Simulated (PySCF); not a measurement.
# RuO3: structure of the singlet

The task is one start of a wider search on RuO3: the singlet, from a trigonal planar start. It is relaxed, tested by its Hessian and followed downhill if it is a saddle.

Computed with PySCF 2.14.0. Level: PBE0, basis Ru def2-TZVP with ECP28, O def2-TZVP, scalar-relativistic core potentials, no spin–orbit coupling, density fitting.

## (1) The starting structure

4 atoms, charge 0, spin multiplicity 1.

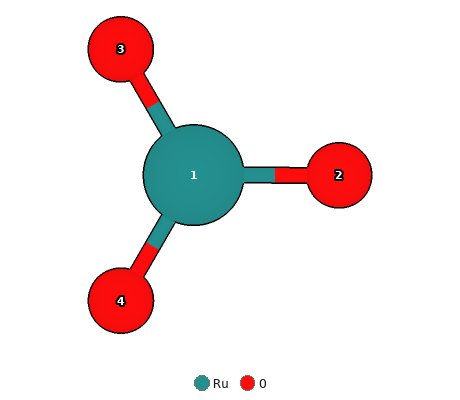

Start geometry, drawn with ruthenium teal, oxygen red; atoms are numbered from 1 in the order of the file.

Coordinates in bohr (charge 0 multiplicity 1):
```
Ru    0.0000    0.0000    0.0000
O     3.2314    0.0000    0.0000
O    -1.6157    2.7985    0.0000
O    -1.6157   -2.7985    0.0000
```

## (2) First SCF at the start

One driver script runs all steps and calls PySCF; scf.py shows how it sets up the SCF of each step. The optimiser is the driver's own. After this first run the driver tries any further starts and a stability analysis.

Contents of scf.py:

```python
from pyscf import gto, scf, dft
mol = gto.M(atom='''
Ru     0.000000     0.000000     0.000000
O      1.710000     0.000000     0.000000
O     -0.855000     1.480900     0.000000
O     -0.855000    -1.480900     0.000000''',
    basis={'Ru': 'def2-TZVP', 'O': 'def2-TZVP'},
    ecp={'Ru': 'def2-TZVP'},
    charge=0, spin=0)
mf = dft.RKS(mol, xc='PBE0')
mf.grids.atom_grid = (50, 194)
aux = {'Ru': 'def2-universal-JKFIT', 'O': 'def2-universal-JKFIT'}
mf = mf.density_fit(auxbasis=aux)
mf.conv_tol = 1e-08
mf.diis_space = 10
mf.max_cycle = 60
mf.init_guess = 'minao'
mf.verbose = 4
mf.kernel()
```

On the command line:

```sh
$ OMP_NUM_THREADS=4 python axn.py task.json out
```

The program printed:

```text
init E= -312.466155222847
  HOMO = -0.582450208566264  LUMO = -0.559936835888936  gap/eV = 0.61262
cycle= 1 E= -320.25330178825  delta_E= -7.79  |g|= 0.733  |ddm|= 4.38
  HOMO = -0.2712036444415  LUMO = -0.115491768538893  gap/eV = 4.23714
cycle= 2 E= -320.035843130427  delta_E= 0.217  |g|= 1.38  |ddm|= 1.01
  HOMO = -0.266693344160437  LUMO = -0.135874074576043  gap/eV = 3.55977
cycle= 3 E= -320.230906809604  delta_E= -0.195  |g|= 0.848  |ddm|= 0.822
  HOMO = -0.329440565387479  LUMO = -0.196064240347482  gap/eV = 3.62935
cycle= 4 E= -320.358661993732  delta_E= -0.128  |g|= 0.0106  |ddm|= 0.414
  HOMO = -0.329691290977333  LUMO = -0.195139999201704  gap/eV = 3.66133
cycle= 5 E= -320.358677585116  delta_E= -1.56e-05  |g|= 0.00763  |ddm|= 0.0193
  HOMO = -0.33016770545434  LUMO = -0.195624580669755  gap/eV = 3.66110
cycle= 6 E= -320.358687405346  delta_E= -9.82e-06  |g|= 0.00149  |ddm|= 0.00486
  HOMO = -0.330234272262086  LUMO = -0.195716067559634  gap/eV = 3.66043
cycle= 7 E= -320.358687776945  delta_E= -3.72e-07  |g|= 0.000156  |ddm|= 0.00115
  HOMO = -0.330239801781396  LUMO = -0.195724661607477  gap/eV = 3.66034
cycle= 8 E= -320.358687759151  delta_E= 1.78e-08  |g|= 0.000342  |ddm|= 0.000242
  HOMO = -0.330240377171378  LUMO = -0.195724950059931  gap/eV = 3.66035
cycle= 9 E= -320.358687782165  delta_E= -2.3e-08  |g|= 3.14e-05  |ddm|= 0.000164
  HOMO = -0.330238562682521  LUMO = -0.195724243841798  gap/eV = 3.66032
cycle= 10 E= -320.358687782328  delta_E= -1.62e-10  |g|= 7.31e-06  |ddm|= 1.56e-05
  HOMO = -0.330237078180563  LUMO = -0.195723261241745  gap/eV = 3.66031
Extra cycle  E= -320.358687782181  delta_E= 1.47e-10  |g|= 3.06e-05  |ddm|= 1.6e-05
converged SCF energy = -320.358687782181
```

This step, with its further starts and checks, took 14 s on 4 threads of Arm Neoverse N1, shared host.

Energies from each starting density:

```
                      start  energy (Eh)
    the minimal-basis guess  -320.358688
a thermally smeared density  -320.358688
      a smeared PBE density  -320.358688
```

No lower closed-shell solution turned up from the other starts or in the test of internal stability.

## (3) Relaxation: trigonal planar start, singlet

The program finds D3h symmetry in the start, which this walk keeps. Threshold on the gradient: 0.0003 Eh/bohr, with a further test on the energy change.

scf.py, as its differences from that of step 2:

```diff
@@ -3,4 +3,4 @@
-Ru     0.000000     0.000000     0.000000
-O      1.710000     0.000000     0.000000
-O     -0.855000     1.480900     0.000000
-O     -0.855000    -1.480900     0.000000''',
+Ru     0.000000    -0.000000     0.000000
+O      1.709998     0.000000     0.000000
+O     -0.854999     1.480902     0.000000
+O     -0.854999    -1.480902     0.000000''',
@@ -17 +16,0 @@
-mf.init_guess = 'minao'
```

The optimiser's trace:

```
step  energy (Eh)  change (kJ/mol)  largest symmetric gradient (Eh/bohr)
   0  -320.358688             0.00                               0.05240
   1  -320.365059           -16.73                               0.02554
   2  -320.366444           -20.36                               0.00343
   3  -320.366472           -20.44                               0.00019
   4  -320.366472           -20.44                               0.00000
```

The walk took 13 s.

Positions (Å) and forces (eV/Å) along the way:

```
step 0
Ru   0.000   0.000   0.000  -0.007   0.000   0.000
O    1.710   0.000   0.000  -2.692   0.000   0.000
O   -0.855   1.481   0.000   1.350  -2.333   0.000
O   -0.855  -1.481   0.000   1.350   2.333   0.000
step 1
Ru   0.000   0.000   0.000  -0.004   0.000   0.000
O    1.640   0.000   0.000   1.315   0.000   0.000
O   -0.820   1.420   0.000  -0.656   1.136   0.000
O   -0.820  -1.420   0.000  -0.656  -1.136   0.000
step 2
Ru   0.000   0.000   0.000  -0.003   0.000   0.000
O    1.663   0.000   0.000  -0.175   0.000   0.000
O   -0.831   1.440   0.000   0.089  -0.152   0.000
O   -0.831  -1.440   0.000   0.089   0.152   0.000
step 3
Ru   0.000   0.000   0.000  -0.004   0.000   0.000
O    1.660   0.000   0.000  -0.008   0.000   0.000
O   -0.830   1.438   0.000   0.006  -0.009   0.000
O   -0.830  -1.438   0.000   0.006   0.009   0.000
step 4
Ru   0.000   0.000   0.000  -0.004   0.000   0.000
O    1.660   0.000   0.000   0.002   0.000   0.000
O   -0.830   1.438   0.000   0.001   0.000   0.000
O   -0.830  -1.438   0.000   0.001   0.000   0.000
```

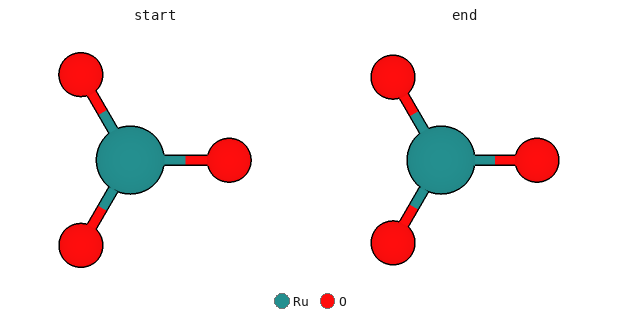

Start and end of the relaxation.

After 4 steps and 20.4 kJ/mol it ends at D3h: Ru–O 1.660 Å (×3); O–Ru–O 120.0° (×3).

## (4) Hessian and properties

On the finer grid the gradient is checked again; gradients at displacements of ±0.02 bohr then give force constants and infrared intensities.

scf.py, as its differences from that of step 3:

```diff
@@ -3,4 +3,4 @@
-Ru     0.000000    -0.000000     0.000000
-O      1.709998     0.000000     0.000000
-O     -0.854999     1.480902     0.000000
-O     -0.854999    -1.480902     0.000000''',
+Ru     0.000000     0.000000     0.000000
+O      1.660086    -0.000000     0.000000
+O     -0.830043     1.437677     0.000000
+O     -0.830043    -1.437677     0.000000''',
@@ -11 +11 @@
-mf.grids.atom_grid = (50, 194)
+mf.grids.atom_grid = (75, 302)
@@ -14 +14 @@
-mf.conv_tol = 1e-08
+mf.conv_tol = 1e-10
```

The driver hands on the density of the step before, so the log starts near convergence.

Log of the central SCF (cycles and frontier levels):

```text
init E= -320.366459150746
  HOMO = -0.32326245163955  LUMO = -0.182343025144284  gap/eV = 3.83461
cycle= 1 E= -320.366459150697  delta_E= 4.87e-11  |g|= 1.72e-05  |ddm|= 1.22e-05
  HOMO = -0.323259668847498  LUMO = -0.182341303052052  gap/eV = 3.83458
cycle= 2 E= -320.366459149935  delta_E= 7.62e-10  |g|= 6.62e-05  |ddm|= 3.93e-05
  HOMO = -0.323261146734826  LUMO = -0.182341288033119  gap/eV = 3.83462
cycle= 3 E= -320.366459150752  delta_E= -8.17e-10  |g|= 3.15e-06  |ddm|= 3.11e-05
  HOMO = -0.323261537707939  LUMO = -0.182341779444498  gap/eV = 3.83462
cycle= 4 E= -320.366459150753  delta_E= -4.55e-13  |g|= 1.08e-06  |ddm|= 2.12e-06
  HOMO = -0.323261380256191  LUMO = -0.182341677059808  gap/eV = 3.83462
Extra cycle  E= -320.36645915075  delta_E= 2.5e-12  |g|= 4.23e-06  |ddm|= 2.28e-06
converged SCF energy = -320.36645915075
```

The whole step took 31 s.

Geometry: D3h; Ru–O 1.660 Å (×3); O–Ru–O 120.0° (×3).

Harmonic modes (main isotopes):

```
symmetry  ω (cm⁻¹)  IR (km/mol)  μ (u)     type
    a2''       104          9.5  21.91     bend
      e'       320          3.3  17.83     bend
      e'      1009          317  19.20  stretch
     a1'      1029          0.0  15.99  stretch
```

Every mode is real; the point is a minimum.

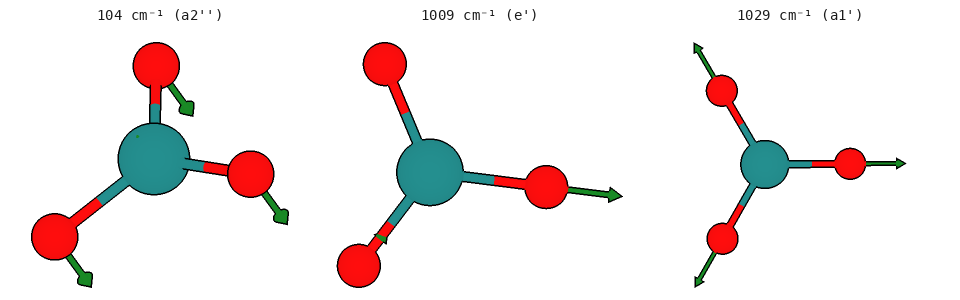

How the atoms move in 3 of the modes.

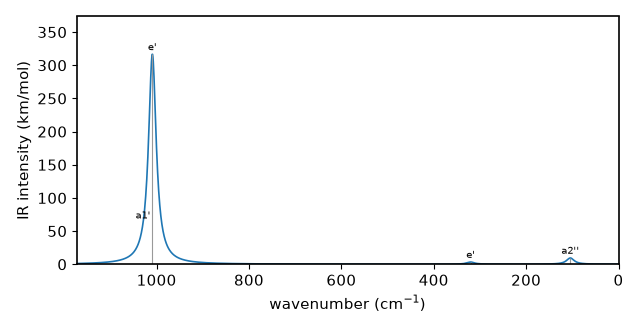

The harmonic infrared spectrum (widths in cm⁻¹). Lines are broadened to a width of 20 cm⁻¹ (Lorentzian).

Constants and moments:

* Dipole moment: 0.00 D
* Highest occupied level: -8.80 eV
* Lowest empty level: -4.96 eV
* Rotational constants: 0.255, 0.255, 0.1275 cm⁻¹
* Zero-point energy: 22.7 kJ/mol
* Principal polarisabilities: 28.7, 46.1, 46.1 bohr³
* Atomisation energy without zero-point energy: 1356 kJ/mol
* Principal traceless quadrupole moments about the centre of mass: -2.31, -2.31, 4.62 D Å
* Entropy at 298.15 K and 1 bar: 286.3 J/(mol K)
* Heat capacity Cp at 298.15 K: 59.6 J/(mol K)
* Enthalpy at 298.15 K above 0 K: 14.17 kJ/mol
* Rotational symmetry number: 6

Populations by atom (charges in e):

```json
{"atom": "Ru1", "Mulliken": "1.54", "Löwdin": "0.74", "polar tensor": "1.49", "Mayer order to Ru1": "–"}
{"atom": "O2,3,4", "Mulliken": "-0.51", "Löwdin": "-0.25", "polar tensor": "-0.50", "Mayer order to Ru1": "1.72"}
```

Outer orbital energies (eV). occupied: -13.71, -13.56, -13.56, -10.90, -10.90, -10.89, -10.62, -8.80; empty: -4.96, -4.96, -1.88, -1.88.

Mulliken populations on Ru1 (outside its core potential): s 2.44, p 6.19, d 5.78, f 0.05.

## (5) Would spin polarisation lower it?

At the lowest minimum the closed shell is tested against spin polarisation, on the (50, 194) grid. It is stable.

## (6) Summary of results

| quantity | value |
| --- | --- |
| minimum | singlet, D3h |
| geometry | Ru–O 1.660 Å (×3); O–Ru–O 120.0° (×3) |
| wavenumbers (cm⁻¹) | 104 (a2''), 320 (e'), 1009 (e'), 1029 (a1') |
| dipole moment | 0.00 D |
| highest occupied, lowest empty level | -8.80, -4.96 eV |
| polar-tensor charge of Ru1 | +1.49 e |
| zero-point energy | 22.7 kJ/mol |
| entropy at 298.15 K | 286.3 J/(mol K) |
| atomisation energy (no zero-point energy) | 1356 kJ/mol |

What this shows: The molecule stays D3h, as typed, and the end point is a minimum. The strongest infrared band lies at 1009 cm⁻¹ (e', stretch). The dipole vanishes although Ru1 carries +1.5 e by the polar tensor: the bond dipoles cancel. Only this shape and spin were tried, so other structures or states may lie lower.

The search up to here took 62 s on 4 threads of Arm Neoverse N1, shared host.
